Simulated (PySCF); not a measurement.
SMILES O[Si](O)(O)N[SiH](Cl)Cl at its PBE0/def2-SVP optimised geometry (Å):

```
13

Si    -2.1050    -1.1244     0.0000
Cl    -2.7947     0.8355     0.0000
Cl    -2.7071    -2.0272    -1.7540
N     -0.3906    -1.1244     0.0000
Si     0.5784    -0.2776     1.1476
O      2.0193    -1.0460     1.3377
O     -0.4065    -0.3111     2.4747
O      0.9746     1.2772     0.7354
H     -2.7662    -1.8096     1.1267
H      0.0686    -1.5651    -0.7916
H      2.7947    -0.4805     1.2768
H     -0.2615     0.3579     3.1494
H      0.2543     1.8096     0.3814
```

Method: PySCF with PBE0/def2-TZVP. Cells within 0.4 Å of a nucleus heavier than hydrogen are left out (blank, or x).

Map of the electron localisation function on the plane z = 0.6 Å:

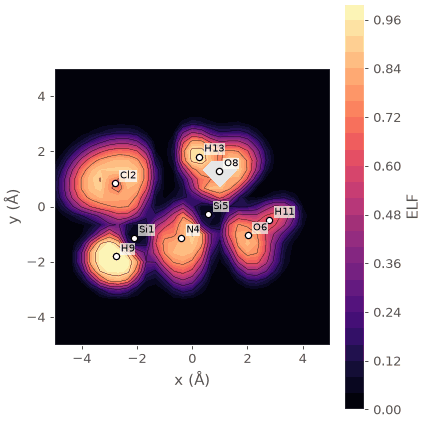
Figure: Electron localisation function on the plane z = 0.6 Å.
